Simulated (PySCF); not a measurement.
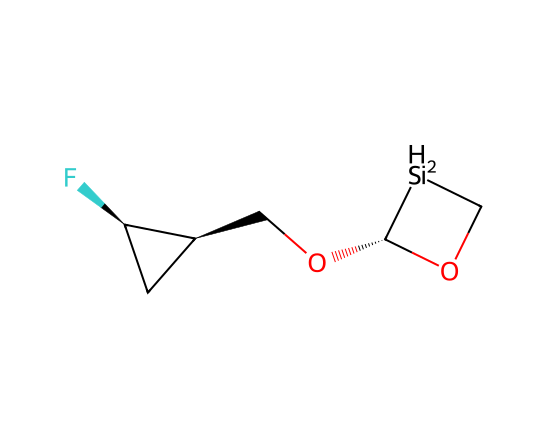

The computed structure is the end point of a GFN2-xTB optimisation. No frequency run is at hand to confirm it as a minimum. Level of theory: PBE0/pcSseg-1, gas phase (PySCF 2.14.0).

Computed properties:

The species is C₆H₁₁FO₂Si (`F[C@@H]1C[C@@H]1CO[C@H]1OC[SiH2]1`).
- dipole moment: 2.25 D
- HOMO energy (Kohn–Sham orbital): −7.46 eV
- LUMO energy (Kohn–Sham orbital): −0.12 eV
- HOMO–LUMO gap: 7.35 eV

The geometry is semi-empirical. Around Si such bond lengths and angles can be off by a tenth of an ångström or more and by several degrees, and values that hang on the shape move with them.
